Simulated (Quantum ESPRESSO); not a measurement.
**Effort and miss along a sweep of K_POINTS: TiSi₂ (Cmcm, 6 atoms in the cell)**

```
CELL_PARAMETERS angstrom
      1.77375    -6.79240     0.00000
      1.77375     6.79240     0.00000
      0.00000     0.00000     3.58264
ATOMIC_POSITIONS crystal
  Ti 0.89688 0.10312 0.75000
  Ti 0.10312 0.89688 0.25000
  Si 0.55825 0.44175 0.75000
  Si 0.44175 0.55825 0.25000
  Si 0.24969 0.75031 0.75000
  Si 0.75031 0.24969 0.25000
```

Method: LDA (PW92), PseudoDojo standard norm-conserving (LDA) pseudopotentials (plane waves; Quantum ESPRESSO).

Base settings: ecutwfc = 85 Ry; occupations = smearing; smearing = gaussian; degauss = 0.0073499 Ry; potentials = {Ti: Ti.upf, Si: Si.upf}; K_POINTS = automatic 6 6 5 0 0 0; conv_thr = 1e-10 Ry; mixing_beta = 0.7.

Misses are taken against the tightest run, automatic 7 7 6 0 0 0, which need not be fully converged itself. The energy is the free energy per atom.

The count of work is k-points × plane waves × bands × iterations; it is no time, and leaves out set-up, grids and terms that scale otherwise. Core times come from one kind of shared machine and are given to one figure; runs under 30 s give none.

The starting cell comes from a database of computed structures (which also holds hypothetical and non-ambient phases and stackings), without a prior relaxation at this level. Its lattice was rescaled by a random factor within 2.5 % of one. Spin polarisation is off. In the base run, with a pressure of about -7 GPa the cell is away from its equilibrium volume at this level. Without a gap this mesh is coarse (it stands for a supercell whose shortest vector is 18 Å).

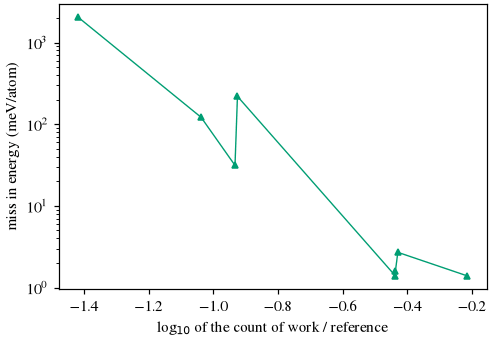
Fig. 1. Miss against the count of work; the reference run is not drawn, and misses under 0.1 meV/atom are drawn there.

| K_POINTS | energy less reference (meV/atom) | pressure less reference (GPa) | largest difference in the force on any atom (eV/Å) | count of work / reference | core time / reference (rough) |
|---|---|---|---|---|---|
| automatic 1 1 1 0 0 0 | 2041.83 | 19.09 | 4.176 | 0.038 | – |
| automatic 2 2 2 0 0 0 | 219.28 | 0.62 | 0.529 | 0.12 | 0.2 |
| automatic 3 3 2 0 0 0 | 121.55 | 0.45 | 0.361 | 0.092 | 0.2 |
| automatic 3 3 3 0 0 0 | 31.33 | 0.83 | 0.376 | 0.12 | 0.2 |
| automatic 4 4 4 0 0 0 | 2.70 | -0.06 | 0.072 | 0.37 | 0.5 |
| automatic 5 5 4 0 0 0 | 1.39 | -0.03 | 0.069 | 0.37 | 0.4 |
| automatic 5 5 5 0 0 0 | 1.59 | 0.05 | 0.037 | 0.37 | 0.4 |
| automatic 6 6 5 0 0 0 | 1.39 | 0.02 | 0.015 | 0.61 | 0.6 |
| automatic 7 7 6 0 0 0 | 0.00 | 0.00 | 0.000 | 1.0 | 1 |

Coarsest setting among those run that, with all tighter ones, holds the energy within 20 meV/atom of the reference: automatic 4 4 4 0 0 0, off by 2.7 meV/atom; its saving against the reference is no more than about a factor of 2 in time.

Smallest miss in the energy for at most 0.2 times the reference's count of work: automatic 3 3 3 0 0 0, with a miss of 31 meV/atom at a count of 0.12.

The step from automatic 2 2 2 0 0 0 to automatic 4 4 4 0 0 0: it takes the miss in the energy from 220 to 2.7 meV/atom, for 3.1 times the count of work and roughly 3 times the time.
